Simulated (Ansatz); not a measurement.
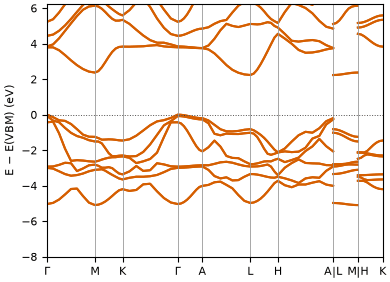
Figure. Band structure from DFT-r²SCAN with spin–orbit coupling in the program Ansatz with PAW potentials

Problem. Read off the gap and where the band edges lie.

Solution. About 2.2 eV (2.23 eV by a search for the band edges); maximum at Γ, minimum at L.

The material is Li2HfN2 in space group P-3m1 (No. 164; Li on 2d, Hf on 1a, N on 2d).

The first step of the workflow began from a Materials Project structure, measured or hypothetical; the Crystallography Open Database copy checked does not list it. Its standing as an ambient phase is unchecked. The cell was relaxed with r²SCAN under the symmetry of its start; its stability against distortions is not shown here. No spin polarisation was allowed.

Potentials: the later of the program's two PAW sets.
